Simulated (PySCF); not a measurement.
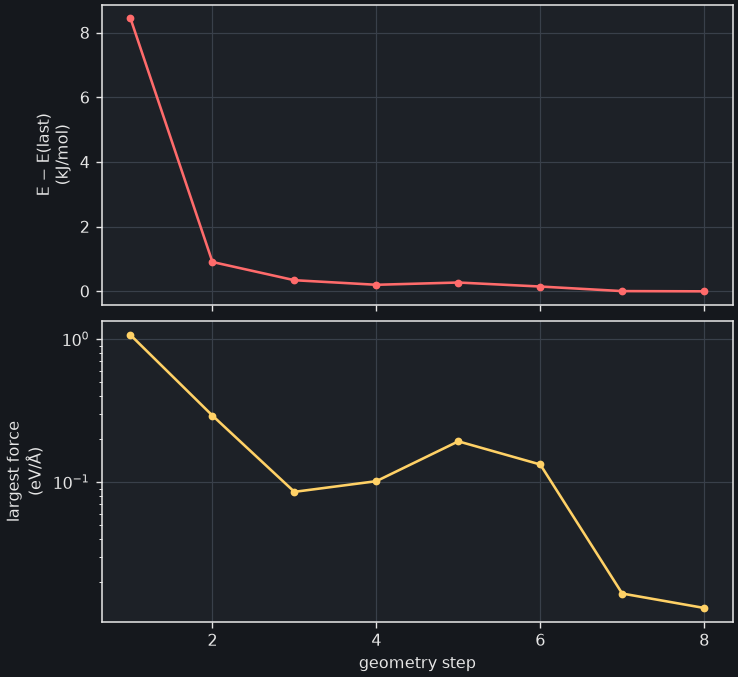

History of a geometry optimisation. The run: BrGeH$_{4}$P (SMILES [PH2][GeH2][Br]), by PySCF 2.14.0, density fitting, PBE0-D3(BJ)/def2-SVP, geometry optimisation.

The optimisation met its thresholds at geometry 8, counting the start as the first. The energy fell by about 8.4 kJ/mol from the first step to the last, with a rise at step 5. The largest force goes from about 1.1 eV/Å at the start to 0.013 eV/Å at the end.
